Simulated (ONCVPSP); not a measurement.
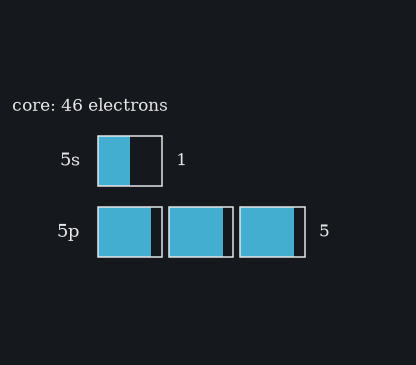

Figure 1. The valence shells of the reference configuration: a box for each of the 2l + 1 orbitals, shaded by the share of the shell that is filled, with the electron count at the right.

# Pseudopotential generation for Te

Tellurium (Te, Z = 52), core [Kr] 4d10, reference valence 5s1 5p5, valence charge 6. Computed at this level: ONCV potential, PBE, scalar-relativistic, made with ONCVPSP 4.0.1.

### Log (extracts)
```
ONCVPSP  (Optimized Norm-Conservinng Vanderbilt PSeudopotential)
scalar-relativistic version 4.0.1

#   n    l    f        energy (Ha)
    1    0    2.00    -1.1624081E+03
    2    0    2.00    -1.7829854E+02
    2    1    6.00    -1.6005785E+02
    3    0    2.00    -3.5524358E+01
    3    1    6.00    -2.9595697E+01
    3    2   10.00    -2.0633992E+01
    4    0    2.00    -6.0930651E+00
    4    1    6.00    -4.2559868E+00
    4    2   10.00    -1.5801185E+00
    5    0    1.00    -5.8277305E-01
    5    1    5.00    -2.3902505E-01

Reference configufation results
  iterations    25
  all-electron total energy (Ha)   -6.79414146D+03

Begin loop to  construct optimized pseudo wave functions
and semi-local pseudopoentials for all angular momenta

   Wellstate for l =  0  n =  7
     eigenvalue =   1.6172
     asymptotic potential =   2.1172
     half-point radius =  4.2844

   Wellstate for l =  0  n =  7
     eigenvalue =   3.8172
     asymptotic potential =   4.3172
     half-point radius =  2.9331

Calculating optimized projector #   1

 for l=   0

    Fraction of norm inside rc  0.287747
    Optimizing pswf for qcut=   3.50 a_B^-1,  ecut=   6.13 Ha
    Residual kinetic energy error=  4.48D-03 Ha

    Energy error per electron        Cutoff
         Ha          eV             Ha
         0.01000     0.27211        5.30
         0.00100     0.02721       11.85
         0.00010     0.00272       28.20
         0.00001     0.00027       48.85

Calculating optimized projector #   2

 for l=   0

    Fraction of norm inside rc  0.087930
    Optimizing pswf for qcut=   3.50 a_B^-1,  ecut=   6.13 Ha
    Residual kinetic energy error=  1.97D-02 Ha

    Energy error per electron        Cutoff
         Ha          eV             Ha
         0.01000     0.27211       12.19
         0.00100     0.02721       53.85
         0.00010     0.00272       64.88
         0.00001     0.00027       85.10

Calculating optimized projector #   3

 for l=   0

    Fraction of norm inside rc  0.097663
    Optimizing pswf for qcut=   3.50 a_B^-1,  ecut=   6.13 Ha
    Residual kinetic energy error=  2.11D-01 Ha

    Energy error per electron        Cutoff
         Ha          eV             Ha
         0.01000     0.27211       16.89
         0.00100     0.02721       70.68
         0.00010     0.00272       89.05
         0.00001     0.00027      118.42

   Wellstate for l =  1  n =  7
     eigenvalue =   2.5610
     asymptotic potential =   3.0610
     half-point radius =  3.8045

Calculating optimized projector #   1

 for l=   1

    Fraction of norm inside rc  0.376796
    Optimizing pswf for qcut=   3.81 a_B^-1,  ecut=   7.24 Ha
    Residual kinetic energy error=  7.78D-04 Ha

    Energy error per electron        Cutoff
         Ha          eV             Ha
         0.01000     0.27211        2.71
         0.00100     0.02721        6.99
         0.00010     0.00272       22.97
         0.00001     0.00027       29.66

Calculating optimized projector #   2

 for l=   1

    Fraction of norm inside rc  0.138567
    Optimizing pswf for qcut=   3.81 a_B^-1,  ecut=   7.24 Ha
    Residual kinetic energy error=  1.83D-02 Ha

    Energy error per electron        Cutoff
         Ha          eV             Ha
         0.01000     0.27211        7.76
         0.00100     0.02721       15.90
         0.00010     0.00272       31.65
         0.00001     0.00027       36.84

   Wellstate for l =  2  n =  5
     eigenvalue =   0.0700
     asymptotic potential =   0.5700
     half-point radius = 13.4740

   Wellstate for l =  2  n =  7
     eigenvalue =   1.9700
     asymptotic potential =   2.4700
     half-point radius =  4.9104

Calculating optimized projector #   1

 for l=   2

    Fraction of norm inside rc  0.042232
    Optimizing pswf for qcut=   4.30 a_B^-1,  ecut=   9.24 Ha
    Residual kinetic energy error=  3.94D-05 Ha

    Energy error per electron        Cutoff
         Ha          eV             Ha
         0.01000     0.27211        1.23
         0.00100     0.02721        2.58
         0.00010     0.00272        7.25
         0.00001     0.00027       24.20

Calculating optimized projector #   2

 for l=   2

    Fraction of norm inside rc  0.160978
    Optimizing pswf for qcut=   4.30 a_B^-1,  ecut=   9.24 Ha
    Residual kinetic energy error=  2.04D-02 Ha

    Energy error per electron        Cutoff
         Ha          eV             Ha
         0.01000     0.27211       14.88
         0.00100     0.02721       35.92
         0.00010     0.00272       72.14

Construct Vanderbilt / Kleinmman-Bylander projectors

B matrix Hermiticity error, ll=   0
   1   2   -1.6285E-04
   1   3   -4.1327E-04
   2   3   -1.4559E-04

  Orthonormal projector coefficients -3.5858E+01  1.0740E+01  1.8370E+00

B matrix Hermiticity error, ll=   1
   1   2   -1.8383E-04

  Orthonormal projector coefficients  6.0052E+00  8.5543E-01

B matrix Hermiticity error, ll=   2
   1   2   -4.2520E-05

  Orthonormal projector coefficients  5.0122E+00  9.5591E-01

Pseudoatom total energy   -7.723027

Diagnostic tests using Vanderbilt-Kleinman-Bylander pseudopotentials
  1 or more projectors used as specified by nproj input data

   l    rcore       rmatch      e in        delta e   norm test  slope test

   0   1.6515731   1.7017185  -0.5827731  -0.0000019   1.0000543   1.0000160
   0   1.6515731   1.7017185   1.6172270   0.0000095   1.0002931   1.0002931
   0   1.6515731   1.7017185   3.8172269   0.0000070   1.0004162   1.0004162

   1   2.2009029   2.2677271  -0.2390251  -0.0000006   1.0000259   1.0000490
   1   2.2009029   2.2677271   2.5609749   0.0000290   1.0003088   1.0003088

   2   2.3087916   2.3788915   0.0700000  -0.0001529   0.9998529   0.9998529
   2   2.3087916   2.3788915   1.9700000   0.0003244   1.0004192   1.0004192

 Testing for bound ghosts
   n   l    E NL Schr. Eq   E Basis Diag.   E Cutoff

       0                       -5.575894     95.36  WARNING - GHOST(-)
   1   0       -0.582775       -0.577625     95.36

   2   1       -0.239026       -0.235946     45.61

 Testing for highly-localized positive-energy ghosts
       l    <radius>/rc     E Basis Diag.   E Cutoff

       0        0.321176        8.595000     95.36  WARNING - GHOST(+)

       0        0.237403       29.879760     95.36  WARNING - GHOST(+)

       1        0.710731        4.441902     45.61  WARNING - GHOST(+)

Test configuration 0

   n   l     f        eae           eps        diff
   1   0  2.0000-1162.40812514
   2   0  2.0000 -178.29854128
   2   1  6.0000 -160.05785348
   3   0  2.0000  -35.52435785
   3   1  6.0000  -29.59569651
   3   2 10.0000  -20.63399246
   4   0  2.0000   -6.09306515
   4   1  6.0000   -4.25598683
   4   2 10.0000   -1.58011853
   5   0  1.0000   -0.58277305   -0.58277493   -1.88D-06
   5   1  5.0000   -0.23902505   -0.23902569   -6.39D-07

    Total energies and differences
      AE_ref= -6.79414146D+03  AE_tst= -6.79414146D+03  dif=  0.00D+00
      PS_ref= -7.72302720D+00  PS_tst= -7.72302720D+00  dif=  7.99D-15
      PSP excitation error= -7.99D-15

Test configuration 1

   n   l     f        eae           eps        diff
   1   0  2.0000-1162.35542702
   2   0  2.0000 -178.24669001
   2   1  6.0000 -160.00617970
   3   0  2.0000  -35.47180848
   3   1  6.0000  -29.54318162
   3   2 10.0000  -20.58152409
   4   0  2.0000   -6.04114043
   4   1  6.0000   -4.20445660
   4   2 10.0000   -1.53071796
   5   0  2.0000   -0.55523108   -0.55566799   -4.37D-04
   5   1  4.0000   -0.21877984   -0.21880510   -2.53D-05

    Total energies and differences
      AE_ref= -6.79414146D+03  AE_tst= -6.79448158D+03  dif= -3.40D-01
      PS_ref= -7.72302720D+00  PS_tst= -8.06339234D+00  dif= -3.40D-01
      PSP excitation error=  2.45D-04

Test configuration 2

   n   l     f        eae           eps        diff
   1   0  2.0000-1162.69189848
   2   0  2.0000 -178.58157394
   2   1  6.0000 -160.34125294
   3   0  2.0000  -35.80595409
   3   1  6.0000  -29.87734254
   3   2 10.0000  -20.91568308
   4   0  2.0000   -6.37386034
   4   1  6.0000   -4.53702394
   4   2 10.0000   -1.86233163
   5   0  2.0000   -0.86152193   -0.86246152   -9.40D-04
   5   1  3.0000   -0.50283714   -0.50334125   -5.04D-04

    Total energies and differences
      AE_ref= -6.79414146D+03  AE_tst= -6.79412405D+03  dif=  1.74D-02
      PS_ref= -7.72302720D+00  PS_tst= -7.70554129D+00  dif=  1.75D-02
      PSP excitation error= -7.42D-05

Test configuration 3

   n   l     f        eae           eps        diff
   1   0  2.0000-1163.08063762
   2   0  2.0000 -178.96723614
   2   1  6.0000 -160.72726474
   3   0  2.0000  -36.19016583
   3   1  6.0000  -30.26158127
   3   2 10.0000  -21.29992836
   4   0  2.0000   -6.75512185
   4   1  6.0000   -4.91791573
   4   2 10.0000   -2.24124864
   5   0  2.0000   -1.20225398   -1.20399077   -1.74D-03
   5   1  2.0000   -0.81967105   -0.82100074   -1.33D-03

    Total energies and differences
      AE_ref= -6.79414146D+03  AE_tst= -6.79346532D+03  dif=  6.76D-01
      PS_ref= -7.72302720D+00  PS_tst= -7.04573213D+00  dif=  6.77D-01
      PSP excitation error= -1.15D-03

Test configuration 4

   n   l     f        eae           eps        diff
   1   0  2.0000-1163.51337061
   2   0  2.0000 -179.39520717
   2   1  6.0000 -161.15576470
   3   0  2.0000  -36.61586663
   3   1  6.0000  -30.68732196
   3   2 10.0000  -21.72568818
   4   0  2.0000   -7.17609758
   4   1  6.0000   -5.33824560
   4   2 10.0000   -2.65840698
   5   0  2.0000   -1.56894548   -1.57100719   -2.06D-03
   5   1  1.0000   -1.16154976   -1.16322096   -1.67D-03

    Total energies and differences
      AE_ref= -6.79414146D+03  AE_tst= -6.79247682D+03  dif=  1.66D+00
      PS_ref= -7.72302720D+00  PS_tst= -6.05535889D+00  dif=  1.67D+00
      PSP excitation error= -3.03D-03
```

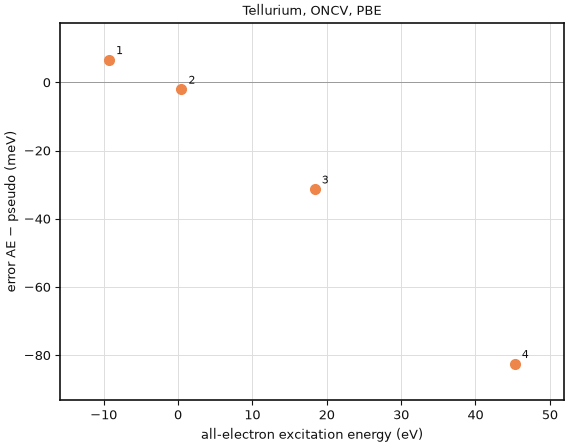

Figure 2. Errors, all-electron minus pseudo, of the energies of valence configurations relative to the unpolarised reference 5s1 5p5. Points: 1 = 5s2 5p4; 2 = 5s2 5p3; 3 = 5s2 5p2; 4 = 5s2 5p1.

- Worst configuration: 5s2 5p1 (charge +3): the error is -82 meV on an all-electron energy of +45.30 eV relative to the reference, or 0.18 %.
- Configurations within 10 meV and within 50 meV: 2 and 3 of 4. The potential isn't sound: its ghost test gives GHOST(-) flagged for s at -151.7 eV; GHOST(+) flagged for s at 233.9 eV, p at 120.9 eV (flags above 300 eV left out).

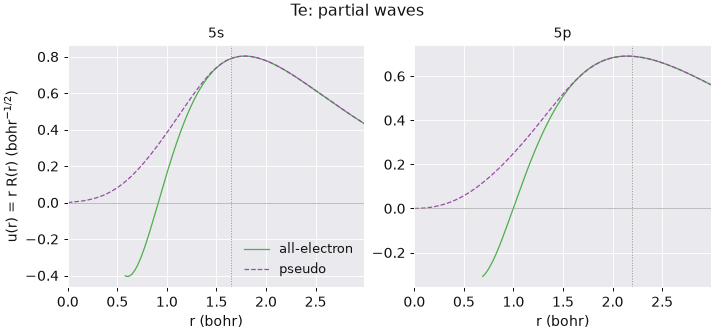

Figure 3. All-electron valence functions (solid) with their pseudo partners (dashed). Dotted lines mark the matching radii. The innermost oscillations of some all-electron curves aren't drawn. Pseudo-waves: 5s has no node; 5p has no node.

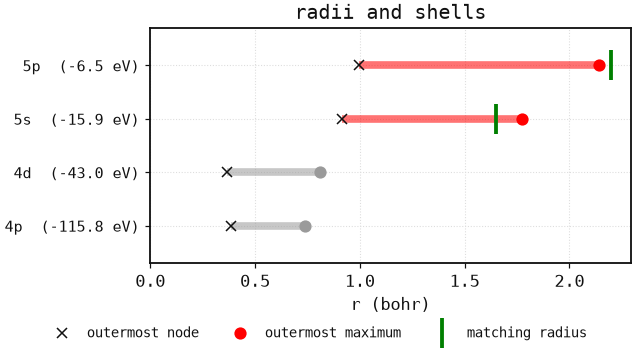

Figure 4. Outer shells of the all-electron reference atom: each bar runs from the outermost node (or the nucleus) to the outermost maximum of u(r); the tick is the radius chosen for the pseudo-wave. Shells without a tick have no pseudo-wave of their own. Levels, nodes and maxima are from ld1.x, scalar-relativistic.

- Radii against the shells: 5s: 1.65 bohr, between node and maximum; 5p: 2.20 bohr, outside the maximum.

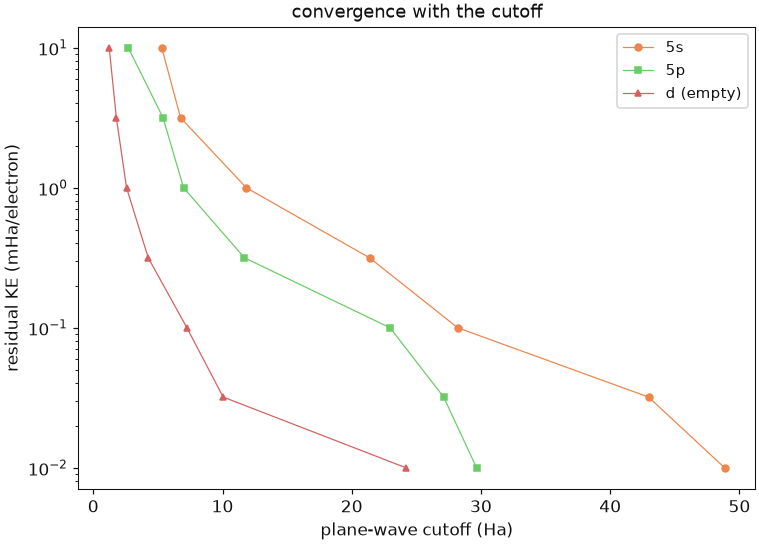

Figure 5. Residual kinetic energy of the pseudo-waves (the first of each channel, and further valence shells) beyond the plane-wave cutoff, as the generator prints it.

- Cutoffs for 1 mHa per electron: 5s: 12 Ha; 5p: 7.0 Ha; d (empty): 2.6 Ha.
- Cutoffs for the occupied states: 12 Ha for 1 mHa and 28 Ha for 0.1 mHa per electron. The first is set by 5s.
- Hardest wave at 1 mHa per electron: 5s, with rc = 1.65 bohr and qcut = 3.5 1/bohr. The optimisation minimises, but can't always remove, the kinetic energy above qcut²/2 = 6.1 Ha, and a larger rc would as a rule soften the wave at some cost in transferability.

### Input file
```
# ATOM AND REFERENCE CONFIGURATION
# atsym  z   nc   nv     iexc    psfile
  Te 52.00    9    2        4      upf
#
#   n    l    f
    1    0    2.00
    2    0    2.00
    2    1    6.00
    3    0    2.00
    3    1    6.00
    3    2   10.00
    4    0    2.00
    4    1    6.00
    4    2   10.00
    5    0    1.00
    5    1    5.00
#
# PSEUDOPOTENTIAL AND OPTIMIZATION
# lmax
    2
#
#   l,   rc,      ep,       ncon, nbas, qcut
    0    1.65    0.00    4    7    3.50
    1    2.20    0.00    4    7    3.80
    2    2.30    0.07    3    6    4.30
#
# LOCAL POTENTIAL
# lloc, lpopt,  rc(5),   dvloc0
    4    3    1.40    0.00
#
# VANDERBILT-KLEINMAN-BYLANDER PROJECTORs
# l, nproj, debl
    0    3    2.20
    1    2    2.80
    2    2    1.90
#
# MODEL CORE CHARGE
# icmod, fcfact, rcfact
    0    0.00    0.00
#
# LOG DERIVATIVE ANALYSIS
# epsh1, epsh2, depsh
   -2.00    5.00    0.02
#
# OUTPUT GRID
# rlmax, drl
    6.00    0.01
#
# TEST CONFIGURATIONS
# ncnf
    4
# nvcnf
#   n    l    f
    2
    5    0    2.00
    5    1    4.00
#
    2
    5    0    2.00
    5    1    3.00
#
    2
    5    0    2.00
    5    1    2.00
#
    2
    5    0    2.00
    5    1    1.00
#
```

Launched with:
```bash
oncvpsp.x < Te.dat > Te.out
```

### Key numbers

- outcome: generated, with a ghost state
- cutoffs needed: 12 Ha and 28 Ha (the cutoffs at which the residual kinetic energy of the hardest occupied pseudo-wave falls to 1 and 0.1 mHa per electron)
- ghost test: GHOST(-) flagged for s at -151.7 eV; GHOST(+) flagged for s at 233.9 eV, p at 120.9 eV (flags above 300 eV left out)
- largest excitation error: -82 meV (all-electron minus pseudo) for 5s2 5p1, out of 4 test configurations
- range over which the phases arctan(r R′/R) at the test radius agree within 0.05 rad (a looser test near the poles than one of phase shifts): s: over the whole range computed; p: up to about 3.4 Ha; d: between about -1.2 and 2.9 Ha; f: not judged, local potential alone
- hardware: 1 CPU thread, shared host
- wall time: 3.9 s

### Remarks

The potential has a bound ghost state, so it can't be used as it stands.
